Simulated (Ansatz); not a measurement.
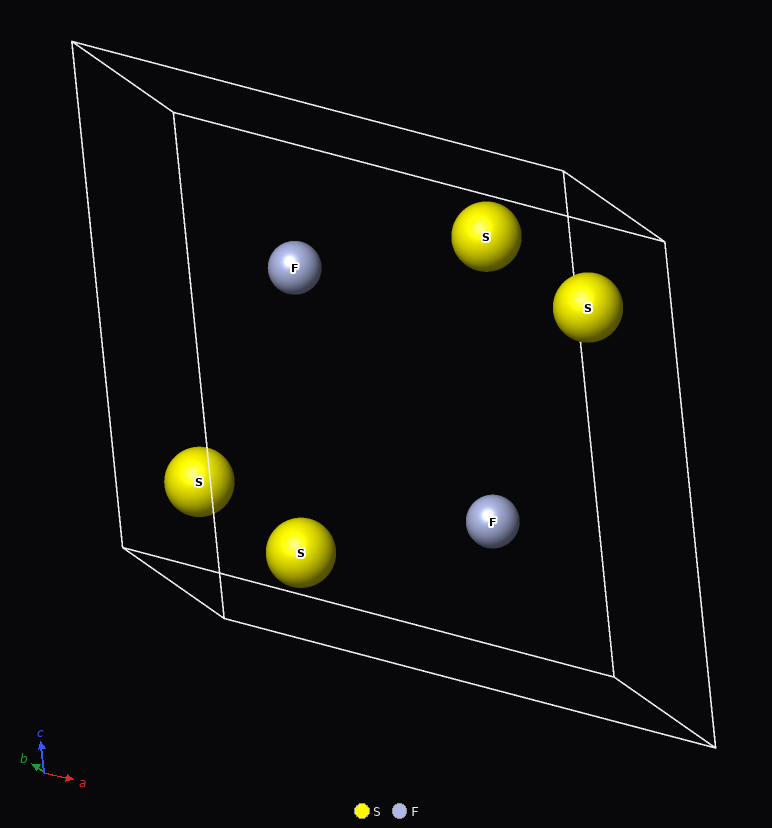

We look at a ball-and-stick model of the crystal slightly off an axis. One simulation cell is framed, with atoms on its boundary repeated.

The numbers come from DFT, PAW plane waves, PBE (Ansatz), using 420 eV cutoff, a 6×6×6 sampling of the Brillouin zone, Fermi-Dirac smearing of 0.1 eV, no spin polarisation.

**Predict the Bader charges.**

S +0.53 e; F -0.53 e.

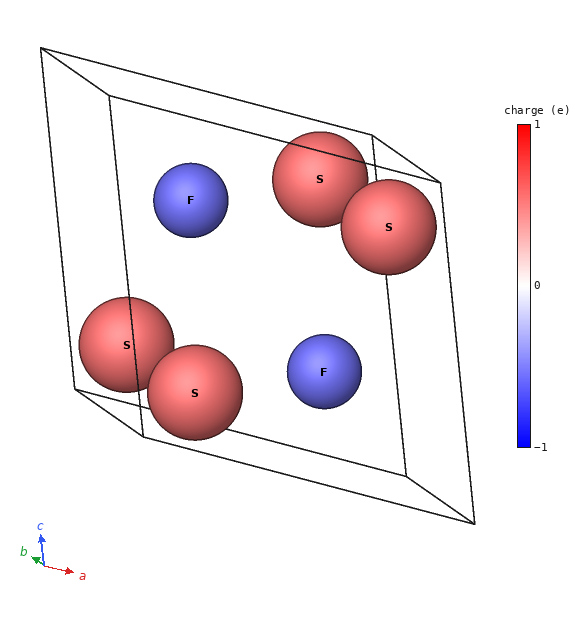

The atoms coloured by those charges.

The model was built from a generated cell, made by putting these elements into a known structure type (the compound may or may not exist in this form). The geometry was optimised with DFT, PAW plane waves, PBE (Ansatz).

At this level of theory the cell isn't at rest (compressed, at 5 GPa), so its distances can differ from those at equilibrium, the more so the softer the solid.
